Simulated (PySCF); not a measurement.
**C₄H₅Al: a look at the electrons**

For C₄H₅Al, the scripts below measure its response to a uniform field, analyse its density (charges, bond critical points, surface potential) and compute its lowest excited states.

Computed with PySCF 2.14.0. Level: levels as typed in each script, gas phase, geometry from GFN2-xTB.

**1. The starting structure**

SMILES `[AlH]1C=CC=C1`, 10 atoms, charge 0, spin multiplicity 1.

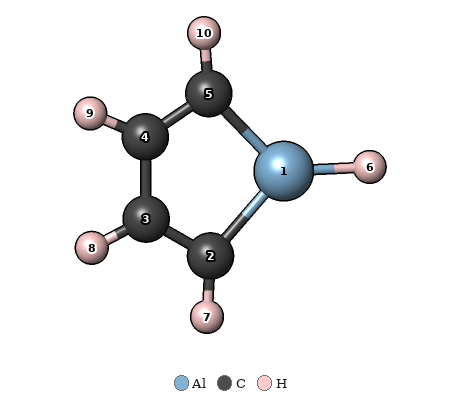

The structure; aluminium light blue, carbon dark grey, hydrogen pink; atoms are numbered from 1 in the order of the file.

Geometry (Å):

```
atom    x (Å)    y (Å)   z (Å)
 Al1  -1.2831   0.0001  0.0000
  C2   0.0480   1.4483  0.0000
  C3   1.1951   0.7319  0.0000
  C4   1.1947  -0.7324  0.0000
  C5   0.0471  -1.4482  0.0000
  H6  -2.8249   0.0021  0.0000
  H7   0.1216   2.5305  0.0000
  H8   2.1772   1.1980  0.0000
  H9   2.1765  -1.1991  0.0000
 H10   0.1202  -2.5304  0.0000
```

**2. Response to an electric field (PBE0/def2-svp)**

input.py reads:

```python
import numpy as np
from pyscf import gto, scf, dft
from pyscf.scf import atom_ks, atom_hf
from scipy.linalg import block_diag

def solve(mol, dm0=None, hcore=None):
    mf = (dft.UKS if mol.spin else dft.RKS)(mol, xc='pbe0')
    mf.grids.level = 3
    mf = mf.density_fit(auxbasis='def2-universal-jkfit')
    mf.conv_tol, mf.max_cycle = 1e-8, 80
    if hcore is not None:
        mf.get_hcore = lambda *args: hcore
    mf.kernel(dm0)
    if not mf.converged:
        mf = mf.newton().run(mf.mo_coeff, mf.mo_occ, max_cycle=30)
    assert mf.converged, 'SCF not converged'
    return mf

mol = gto.M(atom='''
Al    -1.28306     0.00008     0.00000
C      0.04796     1.44830     0.00000
C      1.19506     0.73188     0.00000
C      1.19466    -0.73238     0.00000
C      0.04715    -1.44817     0.00000
H     -2.82490     0.00211     0.00000
H      0.12165     2.53048     0.00000
H      2.17720     1.19803     0.00000
H      2.17654    -1.19908     0.00000
H      0.12024    -2.53038     0.00000
''', basis='def2-svp', charge=0, spin=0, verbose=4)
field = np.array([0.002, 0.0, 0.0])  # atomic units
mol.set_common_orig(mol.atom_charges() @ mol.atom_coords() / mol.atom_charges().sum())
mf = solve(mol)
out = dict(dm0=mf.make_rdm1(), d0=mf.dip_moment(unit='AU'), e0=mf.e_tot)
for name, sign in (('p', 1), ('m', -1)):
    h = mf.get_hcore() + sign * np.einsum('x,xij->ij', field, mol.intor('int1e_r'))
    mi = solve(mol, mf.make_rdm1(), h)
    out.update({'dm' + name: mi.make_rdm1(), 'd' + name: mi.dip_moment(unit='AU'), 'e' + name: mi.e_tot})
# spherically averaged free atoms, for the promolecule
atm = atom_ks.get_atm_nrks(mol, xc='pbe0')
pro = block_diag(*[(atm[a[0]][2] * atm[a[0]][3]) @ atm[a[0]][2].T for a in mol._atom])
np.savez('result.npz', pro=pro, **out)
```

Started as:

```
$ OMP_NUM_THREADS=1 python input.py
```

Log:

```text
[ENV] PYSCF_TMPDIR <dir>
[ENV] PYSCF_MAX_MEMORY 1375
[INPUT] verbose = 4
[INPUT] num. atoms = 10
[INPUT] num. electrons = 42
[INPUT] charge = 0
[INPUT] spin (= nelec alpha-beta = 2S) = 0
[INPUT] symmetry False subgroup None
[INPUT] Mole.unit = angstrom
[INPUT] Symbol           X                Y                Z      unit          X                Y                Z       unit  Magmom
[INPUT]  1 Al    -1.283060000000   0.000080000000   0.000000000000 AA   -2.424632001384   0.000151178090   0.000000000000 Bohr   0.0
[INPUT]  2 C      0.047960000000   1.448300000000   0.000000000000 AA    0.090631264934   2.736890346208   0.000000000000 Bohr   0.0
[INPUT]  3 C      1.195060000000   0.731880000000   0.000000000000 AA    2.258336102423   1.383052756047   0.000000000000 Bohr   0.0
[INPUT]  4 C      1.194660000000  -0.732380000000   0.000000000000 AA    2.257580211973  -1.383997619109   0.000000000000 Bohr   0.0
[INPUT]  5 C      0.047150000000  -1.448170000000   0.000000000000 AA    0.089100586773  -2.736644681811   0.000000000000 Bohr   0.0
[INPUT]  6 H     -2.824900000000   0.002110000000   0.000000000000 AA   -5.338287329284   0.003987322123   0.000000000000 Bohr   0.0
[INPUT]  7 H      0.121650000000   2.530480000000   0.000000000000 AA    0.229885183053   4.781914163689   0.000000000000 Bohr   0.0
[INPUT]  8 H      2.177200000000   1.198030000000   0.000000000000 AA    4.114311718403   2.263948589013   0.000000000000 Bohr   0.0
[INPUT]  9 H      2.176540000000  -1.199080000000   0.000000000000 AA    4.113064499161  -2.265932801443   0.000000000000 Bohr   0.0
[INPUT] 10 H      0.120240000000  -2.530380000000   0.000000000000 AA    0.227220669218  -4.781725191077   0.000000000000 Bohr   0.0

nuclear repulsion = 181.068132515277
number of shells = 47
number of NR pGTOs = 167
number of NR cGTOs = 99
basis = def2-svp
ecp = {}

******** <class 'pyscf.df.df_jk.DFRKS'> ********
method = DFRKS
initial guess = minao
damping factor = 0
level_shift factor = 0
DIIS = <class 'pyscf.scf.diis.CDIIS'>
diis_start_cycle = 1
diis_space = 8
diis_damp = 0
SCF conv_tol = 1e-08
SCF conv_tol_grad = None
SCF max_cycles = 80
direct_scf = False
XC library pyscf.dft.libxc version 7.0.0
    S. Lehtola, C. Steigemann, M. J.T. Oliveira, and M. A.L. Marques.,  SoftwareX 7, 1–5 (2018)
XC functionals = pbe0
    C. Adamo and V. Barone.,  J. Chem. Phys. 110, 6158 (1999)
    M. Ernzerhof and G. E. Scuseria.,  J. Chem. Phys. 110, 5029 (1999)
radial grids:
    Treutler-Ahlrichs [JCP 102, 346 (1995); DOI:10.1063/1.469408] (M4) radial grids

becke partition: Becke, JCP 88, 2547 (1988); DOI:10.1063/1.454033
pruning grids: <function nwchem_prune at 0xed975a38f600>
grids dens level: 3
symmetrized grids: False
atomic radii adjust function: <function treutler_atomic_radii_adjust at 0xed975a3c4540>
small_rho_cutoff = 0
Set gradient conv threshold to 0.0001
Initial guess from minao.
tot grids = 124696
******** <class 'pyscf.df.df.DF'> ********
auxbasis = def2-universal-jkfit
init E= -397.770469677744
  HOMO = -0.289470802040628  LUMO = -0.154883253759833  gap/eV = 3.66231
cycle= 1 E= -397.259210262605  delta_E= 0.511  |g|= 0.398  |ddm|= 3.46
  HOMO = -0.175024665790433  LUMO = -0.0570588412927773  gap/eV = 3.21001
cycle= 2 E= -397.24871726052  delta_E= 0.0105  |g|= 0.445  |ddm|=  0.9
  HOMO = -0.241479177023854  LUMO = -0.0822272823871306  gap/eV = 4.33346
cycle= 3 E= -397.304707478322  delta_E= -0.056  |g|= 0.0651  |ddm|= 0.496
  HOMO = -0.243290834091105  LUMO = -0.0828975603829534  gap/eV = 4.36452
cycle= 4 E= -397.305509768941  delta_E= -0.000802  |g|= 0.0384  |ddm|= 0.105
  HOMO = -0.240614187347125  LUMO = -0.0810520568719788  gap/eV = 4.34191
cycle= 5 E= -397.30592239553  delta_E= -0.000413  |g|= 0.00396  |ddm|= 0.0419
  HOMO = -0.240943551933906  LUMO = -0.081500784949438  gap/eV = 4.33866
cycle= 6 E= -397.30592722788  delta_E= -4.83e-06  |g|= 0.00052  |ddm|= 0.00663
  HOMO = -0.240955267384618  LUMO = -0.0814438423439743  gap/eV = 4.34053
cycle= 7 E= -397.305927321534  delta_E= -9.37e-08  |g|= 9.06e-05  |ddm|= 0.00103
  HOMO = -0.240944947631592  LUMO = -0.0814404264824078  gap/eV = 4.34034
cycle= 8 E= -397.305927324679  delta_E= -3.15e-09  |g|= 8.56e-06  |ddm|= 0.000175
  HOMO = -0.240945448637083  LUMO = -0.0814406638977787  gap/eV = 4.34035
Extra cycle  E= -397.305927324687  delta_E= -7.5e-12  |g|= 7.7e-06  |ddm|= 2.09e-05
converged SCF energy = -397.305927324687
Dipole moment(X, Y, Z, A.U.):  0.14192, -0.00135,  0.00000

******** <class 'pyscf.df.df_jk.DFRKS'> ********
method = DFRKS
initial guess = minao
damping factor = 0
level_shift factor = 0
DIIS = <class 'pyscf.scf.diis.CDIIS'>
diis_start_cycle = 1
diis_space = 8
diis_damp = 0
SCF conv_tol = 1e-08
SCF conv_tol_grad = None
SCF max_cycles = 80
direct_scf = False
XC library pyscf.dft.libxc version 7.0.0
    S. Lehtola, C. Steigemann, M. J.T. Oliveira, and M. A.L. Marques.,  SoftwareX 7, 1–5 (2018)
XC functionals = pbe0
    C. Adamo and V. Barone.,  J. Chem. Phys. 110, 6158 (1999)
    M. Ernzerhof and G. E. Scuseria.,  J. Chem. Phys. 110, 5029 (1999)
radial grids:
    Treutler-Ahlrichs [JCP 102, 346 (1995); DOI:10.1063/1.469408] (M4) radial grids

becke partition: Becke, JCP 88, 2547 (1988); DOI:10.1063/1.454033
pruning grids: <function nwchem_prune at 0xed975a38f600>
grids dens level: 3
symmetrized grids: False
atomic radii adjust function: <function treutler_atomic_radii_adjust at 0xed975a3c4540>
small_rho_cutoff = 0
Overwritten attributes  get_hcore  of <class 'pyscf.df.df_jk.DFRKS'>
Set gradient conv threshold to 0.0001
tot grids = 124696
******** <class 'pyscf.df.df.DF'> ********
auxbasis = def2-universal-jkfit
init E= -397.306211171562
  HOMO = -0.239373772233958  LUMO = -0.082666214879584  gap/eV = 4.26423
cycle= 1 E= -397.306269368232  delta_E= -5.82e-05  |g|= 0.017  |ddm|= 0.0837
  HOMO = -0.240953625103561  LUMO = -0.0828169304951092  gap/eV = 4.30312
cycle= 2 E= -397.306055079786  delta_E= 0.000214  |g|= 0.0331  |ddm|= 0.0642
  HOMO = -0.240459013587012  LUMO = -0.0825441090039525  gap/eV = 4.29708
cycle= 3 E= -397.306365410427  delta_E= -0.00031  |g|= 0.00181  |ddm|= 0.0342
  HOMO = -0.24024069845053  LUMO = -0.0826022162011109  gap/eV = 4.28956
cycle= 4 E= -397.306366605884  delta_E= -1.2e-06  |g|= 0.00037  |ddm|= 0.0037
  HOMO = -0.240305245107614  LUMO = -0.0826295986548202  gap/eV = 4.29057
cycle= 5 E= -397.306366643721  delta_E= -3.78e-08  |g|= 9.15e-05  |ddm|= 0.000511
  HOMO = -0.240288677631102  LUMO = -0.082617016603352  gap/eV = 4.29046
cycle= 6 E= -397.306366646033  delta_E= -2.31e-09  |g|= 1.76e-05  |ddm|= 0.000122
  HOMO = -0.240293114533478  LUMO = -0.0826203550974824  gap/eV = 4.29049
Extra cycle  E= -397.306366646058  delta_E= -2.47e-11  |g|= 1.62e-05  |ddm|= 5.24e-05
converged SCF energy = -397.306366646058
Dipole moment(X, Y, Z, A.U.):  0.29744, -0.00135, -0.00000

******** <class 'pyscf.df.df_jk.DFRKS'> ********
method = DFRKS
initial guess = minao
damping factor = 0
level_shift factor = 0
DIIS = <class 'pyscf.scf.diis.CDIIS'>
diis_start_cycle = 1
diis_space = 8
diis_damp = 0
SCF conv_tol = 1e-08
SCF conv_tol_grad = None
SCF max_cycles = 80
direct_scf = False
XC library pyscf.dft.libxc version 7.0.0
    S. Lehtola, C. Steigemann, M. J.T. Oliveira, and M. A.L. Marques.,  SoftwareX 7, 1–5 (2018)
XC functionals = pbe0
    C. Adamo and V. Barone.,  J. Chem. Phys. 110, 6158 (1999)
    M. Ernzerhof and G. E. Scuseria.,  J. Chem. Phys. 110, 5029 (1999)
radial grids:
    Treutler-Ahlrichs [JCP 102, 346 (1995); DOI:10.1063/1.469408] (M4) radial grids

becke partition: Becke, JCP 88, 2547 (1988); DOI:10.1063/1.454033
pruning grids: <function nwchem_prune at 0xed975a38f600>
grids dens level: 3
symmetrized grids: False
atomic radii adjust function: <function treutler_atomic_radii_adjust at 0xed975a3c4540>
small_rho_cutoff = 0
Set gradient conv threshold to 0.0001
tot grids = 124696
******** <class 'pyscf.df.df.DF'> ********
auxbasis = def2-universal-jkfit
init E= -397.305643477812
  HOMO = -0.242552646772232  LUMO = -0.080402677640611  gap/eV = 4.41233
cycle= 1 E= -397.305703166762  delta_E= -5.97e-05  |g|= 0.0169  |ddm|= 0.0843
  HOMO = -0.24105886021579  LUMO = -0.080161153259787  gap/eV = 4.37825
cycle= 2 E= -397.305492689946  delta_E= 0.00021  |g|= 0.0328  |ddm|= 0.0642
  HOMO = -0.241494094271598  LUMO = -0.0804398805014386  gap/eV = 4.38251
cycle= 3 E= -397.305797514985  delta_E= -0.000305  |g|= 0.00174  |ddm|= 0.0341
  HOMO = -0.241695301145635  LUMO = -0.080389179862379  gap/eV = 4.38936
cycle= 4 E= -397.305798614967  delta_E= -1.1e-06  |g|= 0.000329  |ddm|= 0.00358
  HOMO = -0.241638007084044  LUMO = -0.0803633045891727  gap/eV = 4.38851
cycle= 5 E= -397.305798644727  delta_E= -2.98e-08  |g|= 8.71e-05  |ddm|= 0.000477
  HOMO = -0.241654323407589  LUMO = -0.0803750318106888  gap/eV = 4.38863
cycle= 6 E= -397.305798646803  delta_E= -2.08e-09  |g|= 1.81e-05  |ddm|= 0.000116
  HOMO = -0.241649490492401  LUMO = -0.0803712900248237  gap/eV = 4.38860
Extra cycle  E= -397.305798646819  delta_E= -1.6e-11  |g|= 1.76e-05  |ddm|= 5.41e-05
converged SCF energy = -397.305798646819
Dipole moment(X, Y, Z, A.U.): -0.01316, -0.00132,  0.00000
Spherically averaged atomic KS for {'Al', 'H', 'C'}

******** <class 'pyscf.scf.atom_ks.AtomSphAverageRKS'> ********
method = AtomSphAverageRKS
initial guess = vsap
damping factor = 0
level_shift factor = 0
diis_start_cycle = 1
diis_space = 12
SCF conv_tol = 1e-09
SCF conv_tol_grad = None
SCF max_cycles = 50
direct_scf = True
direct_scf_tol = 1e-13
XC library pyscf.dft.libxc version 7.0.0
    S. Lehtola, C. Steigemann, M. J.T. Oliveira, and M. A.L. Marques.,  SoftwareX 7, 1–5 (2018)
XC functionals = pbe0
    C. Adamo and V. Barone.,  J. Chem. Phys. 110, 6158 (1999)
    M. Ernzerhof and G. E. Scuseria.,  J. Chem. Phys. 110, 5029 (1999)
radial grids:
    Treutler-Ahlrichs [JCP 102, 346 (1995); DOI:10.1063/1.469408] (M4) radial grids

becke partition: Becke, JCP 88, 2547 (1988); DOI:10.1063/1.454033
pruning grids: <function nwchem_prune at 0xed975a38f600>
grids dens level: 3
symmetrized grids: False
atomic radii adjust function: <function treutler_atomic_radii_adjust at 0xed975a3c4540>
User specified grid scheme (100, 434)
small_rho_cutoff = 0
Set gradient conv threshold to 3.16228e-05
tot grids = 24008
init E= -61.058875538563
cycle= 1 E= -61.0614073496065  delta_E= -0.00253  |g|=    0  |ddm|= 0.0981
cycle= 2 E= -61.0614303248647  delta_E= -2.3e-05  |g|=    0  |ddm|= 0.013
cycle= 3 E= -61.0614310286804  delta_E= -7.04e-07  |g|=    0  |ddm|= 0.00412
cycle= 4 E= -61.0614310719886  delta_E= -4.33e-08  |g|=    0  |ddm|= 0.00119
cycle= 5 E= -61.0614310749361  delta_E= -2.95e-09  |g|=    0  |ddm|= 0.000318
cycle= 6 E= -61.0614310751267  delta_E= -1.91e-10  |g|=    0  |ddm|= 4.33e-05
Extra cycle  E= -61.0614310751517  delta_E= -2.5e-11  |g|=    0  |ddm|= 2.95e-05
Atomic HF for atom  Al  converged. SCF energy = -61.0614310751517

******** <class 'pyscf.scf.atom_ks.AtomSphAverageRKS'> ********
method = AtomSphAverageRKS
initial guess = vsap
damping factor = 0
level_shift factor = 0
diis_start_cycle = 1
diis_space = 12
SCF conv_tol = 1e-09
SCF conv_tol_grad = None
SCF max_cycles = 50
direct_scf = True
direct_scf_tol = 1e-13
XC library pyscf.dft.libxc version 7.0.0
    S. Lehtola, C. Steigemann, M. J.T. Oliveira, and M. A.L. Marques.,  SoftwareX 7, 1–5 (2018)
XC functionals = pbe0
    C. Adamo and V. Barone.,  J. Chem. Phys. 110, 6158 (1999)
    M. Ernzerhof and G. E. Scuseria.,  J. Chem. Phys. 110, 5029 (1999)
radial grids:
    Treutler-Ahlrichs [JCP 102, 346 (1995); DOI:10.1063/1.469408] (M4) radial grids

becke partition: Becke, JCP 88, 2547 (1988); DOI:10.1063/1.454033
pruning grids: <function nwchem_prune at 0xed975a38f600>
grids dens level: 3
symmetrized grids: False
atomic radii adjust function: <function treutler_atomic_radii_adjust at 0xed975a3c4540>
User specified grid scheme (100, 434)
small_rho_cutoff = 0
Set gradient conv threshold to 3.16228e-05
tot grids = 24752
init E= 143.456558644883
cycle= 1 E= 143.440925984247  delta_E= -0.0156  |g|=    0  |ddm|= 0.565
cycle= 2 E= 143.437278229489  delta_E= -0.00365  |g|=    0  |ddm|= 0.228
cycle= 3 E= 143.436105988017  delta_E= -0.00117  |g|=    0  |ddm|= 0.119
cycle= 4 E= 143.435903297593  delta_E= -0.000203  |g|=    0  |ddm|= 0.0556
cycle= 5 E= 143.43583869989  delta_E= -6.46e-05  |g|=    0  |ddm|= 0.0278
cycle= 6 E= 143.435827569542  delta_E= -1.11e-05  |g|=    0  |ddm|= 0.013
cycle= 7 E= 143.435824037147  delta_E= -3.53e-06  |g|=    0  |ddm|= 0.00652
cycle= 8 E= 143.435823426053  delta_E= -6.11e-07  |g|=    0  |ddm|= 0.00305
cycle= 9 E= 143.43582323231  delta_E= -1.94e-07  |g|=    0  |ddm|= 0.00153
cycle= 10 E= 143.435823198759  delta_E= -3.36e-08  |g|=    0  |ddm|= 0.000715
cycle= 11 E= 143.435823188125  delta_E= -1.06e-08  |g|=    0  |ddm|= 0.000358
cycle= 12 E= 143.435823186282  delta_E= -1.84e-09  |g|=    0  |ddm|= 0.000168
cycle= 13 E= 143.435823185573  delta_E= -7.09e-10  |g|=    0  |ddm|= 4.96e-05
Extra cycle  E= 143.435823185562  delta_E= -1.12e-11  |g|=    0  |ddm|= 1.31e-05
Atomic HF for atom  C  converged. SCF energy = 143.435823185562

******** <class 'pyscf.scf.atom_ks.AtomSphAverageRKS'> ********
method = AtomSphAverageRKS
initial guess = vsap
damping factor = 0
level_shift factor = 0
diis_start_cycle = 1
diis_space = 12
SCF conv_tol = 1e-09
SCF conv_tol_grad = None
SCF max_cycles = 50
direct_scf = True
direct_scf_tol = 1e-13
XC library pyscf.dft.libxc version 7.0.0
    S. Lehtola, C. Steigemann, M. J.T. Oliveira, and M. A.L. Marques.,  SoftwareX 7, 1–5 (2018)
XC functionals = pbe0
    C. Adamo and V. Barone.,  J. Chem. Phys. 110, 6158 (1999)
    M. Ernzerhof and G. E. Scuseria.,  J. Chem. Phys. 110, 5029 (1999)
radial grids:
    Treutler-Ahlrichs [JCP 102, 346 (1995); DOI:10.1063/1.469408] (M4) radial grids

becke partition: Becke, JCP 88, 2547 (1988); DOI:10.1063/1.454033
pruning grids: <function nwchem_prune at 0xed975a38f600>
grids dens level: 3
symmetrized grids: False
atomic radii adjust function: <function treutler_atomic_radii_adjust at 0xed975a3c4540>
User specified grid scheme (100, 434)
small_rho_cutoff = 0
Set gradient conv threshold to 3.16228e-05
tot grids = 26240
init E= 180.641409689078
cycle= 1 E= 180.634019680519  delta_E= -0.00739  |g|=    0  |ddm|= 0.207
cycle= 2 E= 180.634005245361  delta_E= -1.44e-05  |g|=    0  |ddm|= 0.00912
cycle= 3 E= 180.634005189939  delta_E= -5.54e-08  |g|=    0  |ddm|= 0.000565
cycle= 4 E= 180.634005189731  delta_E= -2.08e-10  |g|=    0  |ddm|= 3.46e-05
Extra cycle  E= 180.63400518973  delta_E= -7.67e-13  |g|=    0  |ddm|= 2.12e-06
Atomic HF for atom  H  converged. SCF energy = 180.63400518973
```

It took 23 s on 1 thread of Arm Neoverse V1, shared host; peak memory 0.48 GiB.

The free atoms at the end serve only for the promolecule density; their printed energies are not used.

**3. Post-processing**

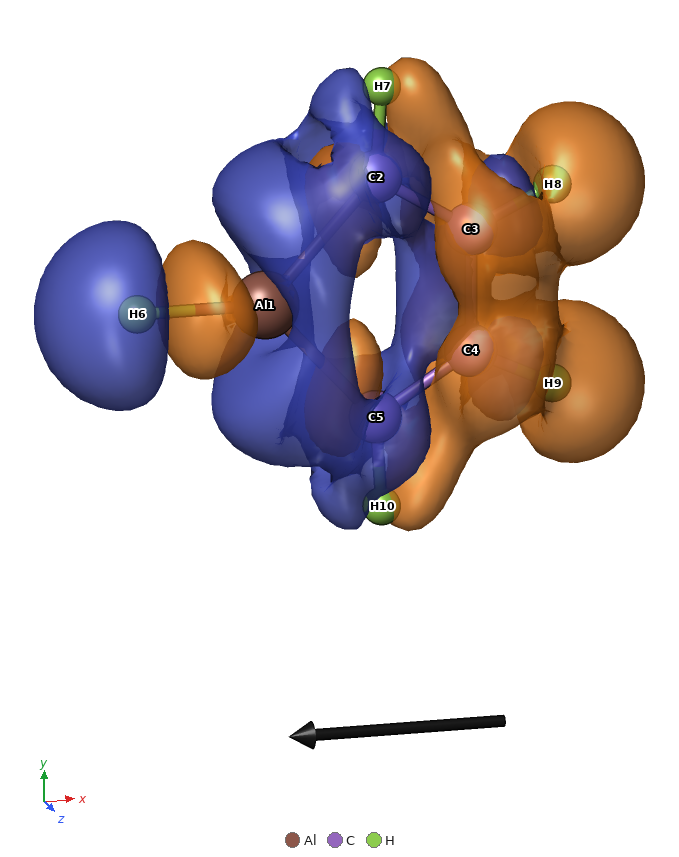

Change of the electron density in a uniform field of 0.10 V/Å along −x (arrow), surfaces at ±0.0006 e/Å³ (orange: gain, blue: loss).

*How large is the response?*

The induced dipole is 0.39 D (along the field); α along this axis, from the fields in both directions, is 78 bohr³ (11.5 Å³).

(Part 1 of 3 ends here.)
